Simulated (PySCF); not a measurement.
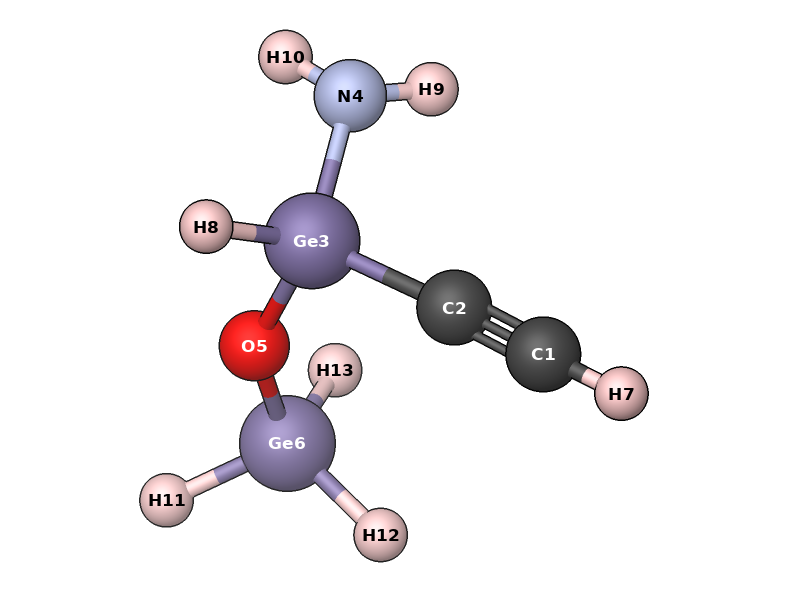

The geometry was computed by an optimisation with GFN2-xTB. No frequency run is at hand to confirm it as a minimum. Electric field gradients from the ground-state density, B3LYP/pcJ-1 (pcSseg-1 on Ge) (PySCF 2.14.0), non-relativistic apart from any core potentials.

Give the largest field-gradient component, the quadrupole coupling constant and the asymmetry for 73Ge at Ge3 (Q = −196 mb), 14N at N4 (Q = 20.44 mb), 17O at O5 (Q = −25.6 mb), 73Ge at Ge6 (Q = −196 mb).

| atom | V_zz (a.u.) | e²qQ/h (MHz) | η |
| --- | --- | --- | --- |
| Ge3 | −1.137 | 52.4 | 0.92 |
| N4 | −0.976 | −4.69 | 0.16 |
| O5 | 1.386 | −8.34 | 0.21 |
| Ge6 | 1.427 | −65.7 | 0.10 |

The geometry is semi-empirical. Around Ge such bond lengths and angles can be off by a tenth of an ångström or more and by several degrees, and values that hang on the shape move with them.
